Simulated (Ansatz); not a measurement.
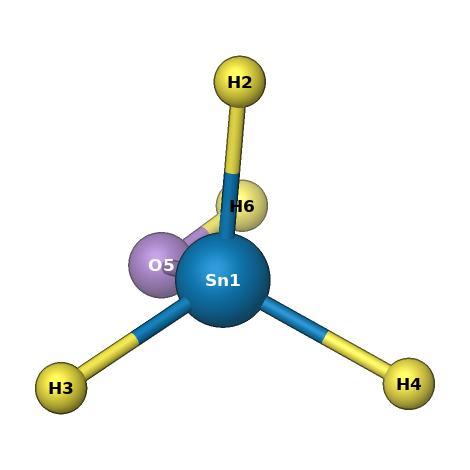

O5 lies behind Sn1. The molecule seen a little off the Sn1–O5 bond, Sn1 in front. Depth is shown by fading: the farther an atom, the more it takes the colour of the background. Computed geometry: PBE0-D4/def2-TZVP optimisation.

### What is the torsion angle H2–Sn1–O5–H6? The sign is positive where the front bond must turn clockwise to cover the back bond.

60°, synclinal (gauche).
